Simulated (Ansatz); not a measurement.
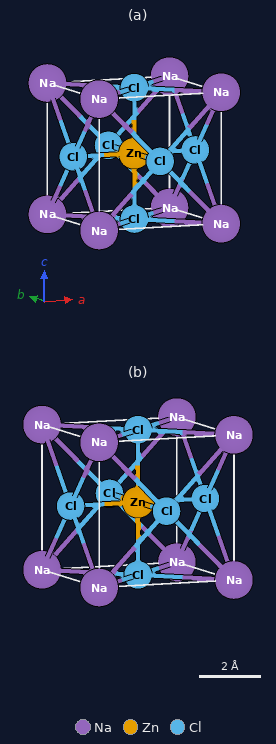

The structure of a crystal of NaZnCl3 (built on the cubic perovskite type) before (top) and after (bottom) a relaxation, at one scale.

Style: ball-and-stick. Shown: the cell of the calculation, slightly off an axis.

All numbers below come from DFT, PBEsol, plane waves, PAW in Ansatz 0.2.0. Settings: plane-wave cutoff 420 eV; k-point mesh 6 × 6 × 6; occupations fermi dirac; smearing width 0.03 eV; no spin polarisation; cell and atoms relaxed; force threshold 0.01 eV/Å; at most 120 steps.

Question: Describe what moved and what it gained.

Answer: The atoms keep their places relative to the cell (all moves are under 0.005 Å). Cell: a = b = c 4.368 → 4.825 Å (+10.5 %). Volume +34.8 %. Some distances before and after: Cl–Na 3.088 → 3.411 Å, Cl–Zn 2.184 → 2.412 Å. The space group stays Pm-3m (No. 221). Over 5 accepted moves (7 points after the start) the energy falls by 347 meV per atom. All forces vanish by symmetry, so only the cell relaxes. Pressure: 25.32 GPa at the start and 0.02 GPa at the end. The SCF was repeated twice at an unchanged geometry on a basis and grid sized afresh for the cell, which shifted the energy by 3.6 meV per atom at most.
